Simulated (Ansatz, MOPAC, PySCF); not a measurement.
Potential energy curve for H2O, SMILES O. The O1–H3 bond (O1 also carries H; H3 carries nothing else) is stretched with both fragments frozen at the PBE0/def2-TZVP optimised geometry.

```
3

O      0.0000     0.0000     0.0000
H      0.0000     0.9266    -0.2494
H      0.0000     0.0000     0.9595
```

Methods: PM6, restricted, heats of formation (MOPAC); UKS-M06-2X/6-31G* = unrestricted M06-2X/6-31G*, spherical d (PySCF); UKS-PBE0 = unrestricted PBE0/cc-pVDZ run with Ansatz (a program for electronic structure); RKS-B3LYP/6-31G* = PySCF with restricted B3LYP/6-31G*, spherical d.

Energies are in kJ/mol, each relative to the lowest point of its own curve near equilibrium.

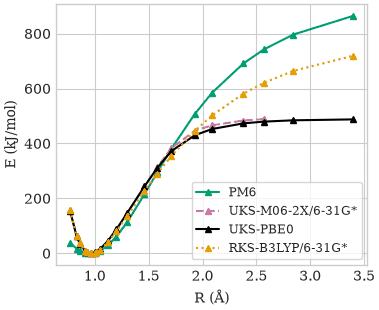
Figure: Energy against bond length for each method.

```
R / Å    PM6  UKS-M06-2X/6-31G*  UKS-PBE0  RKS-B3LYP/6-31G*
-----  -----  -----------------  --------  ----------------
0.77    38.7              156.8     155.0             157.5
0.83    17.1               64.0      62.8              64.8
0.86     9.8               35.8      34.9              36.6
0.91     2.1                8.7       8.2               9.2
0.93     0.6                3.3       3.0               3.6
0.96     0.0                0.0       0.0               0.0
1.00     2.2                2.8       3.1               2.2
1.01     3.3                4.5       5.0               3.8
1.05     9.7               15.0      15.8              13.4
1.12    28.6               43.4      44.7              40.0
1.20    60.7               85.5      87.1              79.6
1.30   113.3              145.0     146.6             135.2
1.46   214.6              243.1     243.3             226.0
1.58   295.4              313.5     311.3             290.3
1.71   380.6              382.7     372.1             354.0
1.93   508.4              446.5     430.3             446.6
2.09   585.2              466.3     452.6             502.3
2.38   691.5              483.4     473.1             581.5
2.57   742.4              488.7     479.5             620.9
2.84   796.1                  —     484.2             663.9
3.40   864.7                  —     487.6             719.3
```

At the longest distance, 3.40 Å, PM6 lies highest above its minimum (864.7 kJ/mol) and UKS-PBE0 lowest (487.6 kJ/mol).

A dash means that the run gave no value there, or that the column was ended at a point which the program doubted or which failed a test of continuity chosen for this set; such a test can also cut sound points.

The restricted form behind PM6, RKS-B3LYP/6-31G* keeps the bonding electrons paired and can't separate into open-shell fragments. The unrestricted determinant behind UKS-M06-2X/6-31G* is spin-contaminated at 1.71 to 2.57, 3.40 Å (<S²> up to 1.0, against 0.00 for a pure singlet). The unrestricted determinant behind UKS-PBE0 is spin-contaminated at 1.71 to 3.40 Å (<S²> up to 1.0, against 0.00 for a pure singlet).
